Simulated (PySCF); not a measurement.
H$_{5}$PSi

Input file:

```
{"job": {"kind": "nmr", "xc": "PBE0", "basis": "pcSseg-1"}, "charge": 0, "multiplicity": 1}
Si    -0.811831     0.112699    -0.073984
P      1.386004    -0.026743    -0.611328
H     -1.564685    -0.859733    -0.921716
H     -1.276746     1.496237    -0.391978
H     -1.093776    -0.176682     1.365415
H      1.566212    -1.276739     0.058544
H      1.801492     0.740770     0.520898
```

Run with:

```sh
OMP_NUM_THREADS=1 python probes_run.py task.json out
```

Geometry: PBE0-D3(BJ)/def2-SVP.

Theory: PySCF 2.14.0, PBE0/pcSseg-1, SCF density, gas phase, non-relativistic.

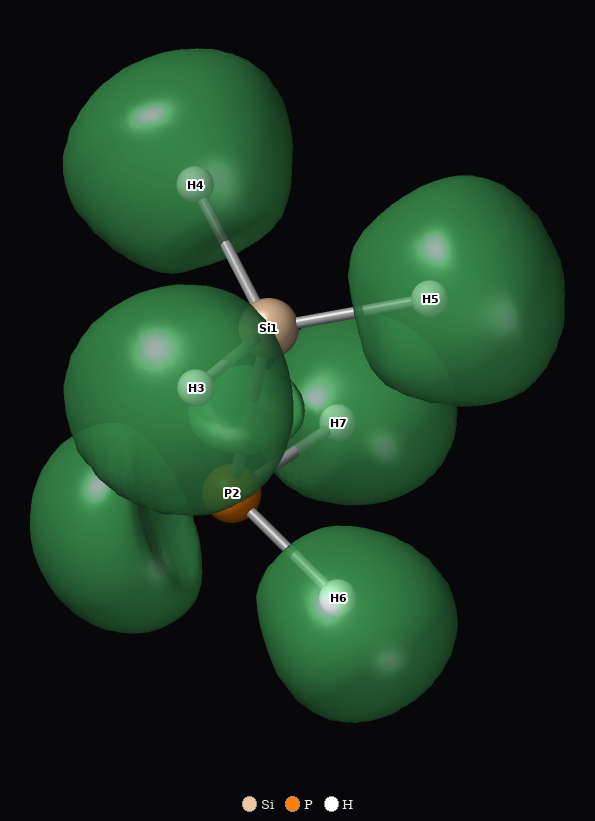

Figure 1. Isosurface of the ELF at 0.9 (green), seen at an oblique angle. Only the valence region is drawn (cores and ρ < 0.01 e/Å³ removed).

### Identify the bonds, lone pairs and shells in this picture.

The ELF exceeds this value in one region between bonded P–Si atoms (shared pairs), five regions around hydrogen nuclei and one lobe on P, pointing away from the bonds (lone pairs).


Si–P (2.27 Å): the ELF peaks at about 0.95 between the atoms (a covalent bond). P–H (1.43 Å): the ELF climbs to about 1 towards the hydrogen, as it does in any bond to H.

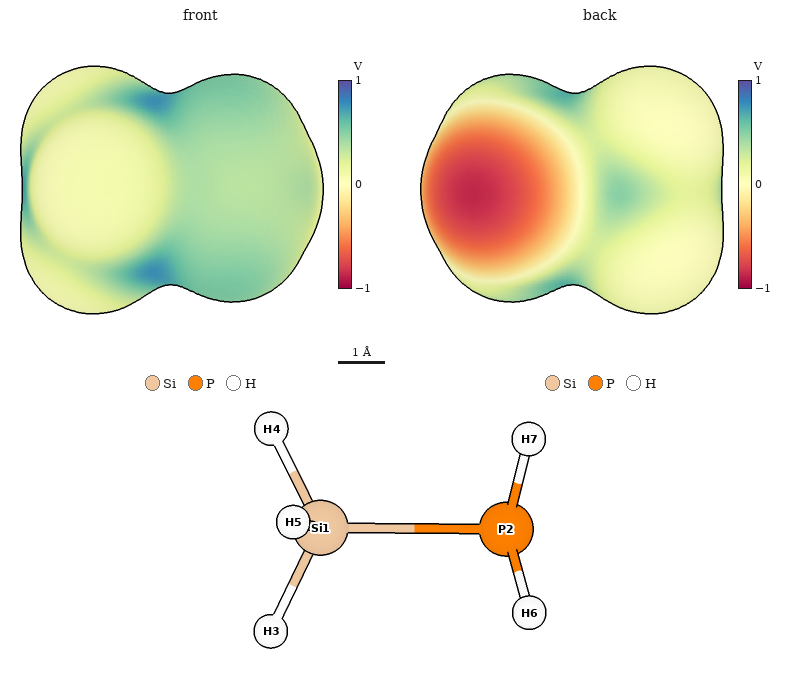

Figure 2. The molecular electrostatic potential painted on the density surface at 0.001 e/bohr³, seen from the front and from behind; the colour scale runs from red (negative) to blue (positive). The bare structure is drawn below in the same view.

### Which sites attract a positive test charge, and which a negative one?

A positive charge is drawn to the negative regions and a negative charge to the positive ones. The most negative region (about −0.9 V, or −21 kcal/mol for a unit charge) lies over P2, the most positive (about +0.7 V, or +16 kcal/mol for a unit charge) over Si1.
